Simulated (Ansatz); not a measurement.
## Electronic structure of CH$_{2}$AlCl$_{2}$ (charge −1) in real space

```yaml
atoms:
  - { symbol: Cl, position_ang: [0.8210, 1.7043, -1.6083] }
  - { symbol: C, position_ang: [-0.3167, 0.6667, -0.6571] }
  - { symbol: Al, position_ang: [0.2620, -0.5727, 0.5608] }
  - { symbol: Cl, position_ang: [-1.1891, -1.7801, 1.6809] }
  - { symbol: H, position_ang: [-1.3394, 0.9297, -0.9513] }
  - { symbol: H, position_ang: [1.7622, -0.9479, 0.9750] }
```

The highest occupied orbital lies above zero, a sign that basis and functional describe the outermost electron poorly.

These are results of RKS r2SCANh-D4/def2-SVP (Ansatz 0.2.0), not measurements.

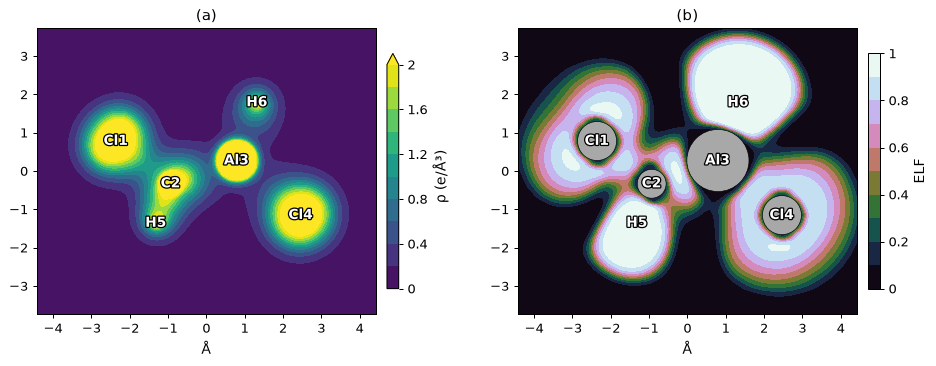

Figure 1. (a) total electron density; (b) ELF on the molecular plane. Grey discs cover the atomic cores in the ELF map.

### What do the fields say about this system?

Atoms in the plane: Cl, C, Al and H.
C–Cl (1.81 Å): the density is about 1.2 e/Å³ at the midpoint, with its minimum of 1.1 e/Å³ about 0.7 Å from C; the ELF peaks at about 0.85 between the atoms: a covalent bond.
C–Al (1.83 Å): the density is about 0.78 e/Å³ at the midpoint; the ELF peaks at about 0.90 between the atoms, as expected for a polar covalent bond.
Al–Cl (2.20 Å): the density is about 0.57 e/Å³ at the midpoint; the ELF peaks at about 0.90 in the valence shell of Cl, 0.9 Å from its nucleus, and is about 0.80 at the midpoint.
C–H (1.10 Å): ρ is about 1.9 e/Å³ halfway; the ELF climbs to about 1 towards the hydrogen, as it does in any bond to H; an ordinary covalent bond to hydrogen.
Al–H (1.60 Å): the density is about 0.5 e/Å³ at the midpoint; the ELF climbs to about 1 towards the hydrogen.
The ELF also peaks beside Cl4 and Cl1, away from the bonds: lone-pair regions.

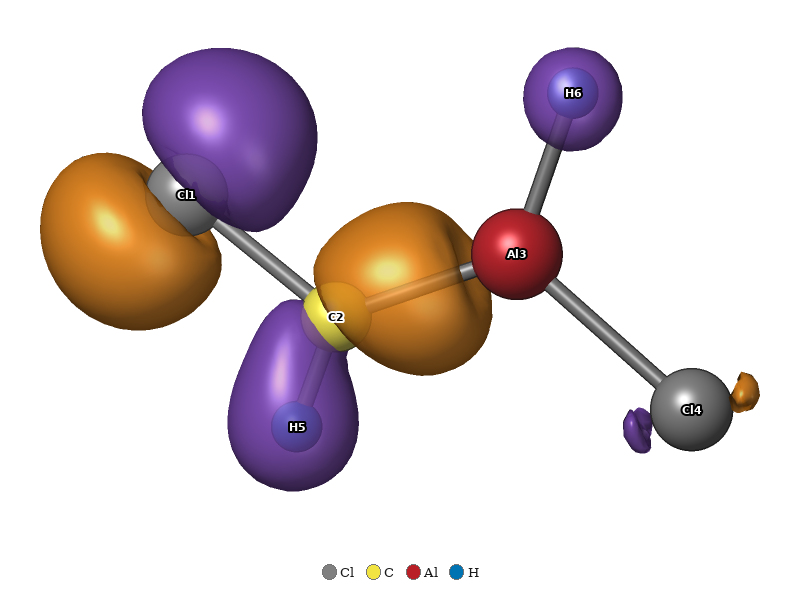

Figure 2. The HOMO−1 at ±0.15 Å⁻³ᐟ² (orange and purple are the two phases), seen at a tilt.

### What is the character of this orbital?

It lies mainly on Cl1 (about 50 %), C2 (about 20 %), Al3 (about 10 %) and H5 (about 5 %); it is symmetric in the molecular plane (an in-plane orbital: σ, lone-pair or in-plane π type). Its energy is −2.20 eV.

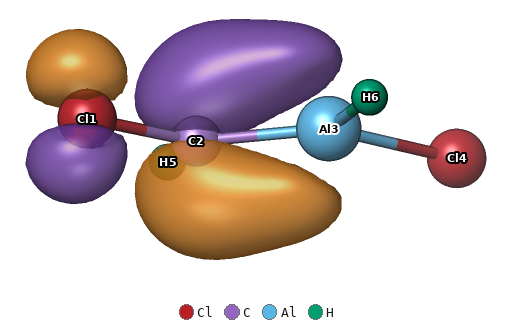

Figure 3. The HOMO at ±0.15 Å⁻³ᐟ² (orange and purple are the two phases), seen from one side.

### What is the character of this orbital?

By Hirshfeld shares it lies mainly on C2 (about 45 %), Al3 (about 25 %) and Cl1 (about 20 %); it changes sign across the molecular plane (π type); π-bonding across C2–Al3; π-antibonding (a node) across Cl1–C2. Its energy is 0.55 eV.
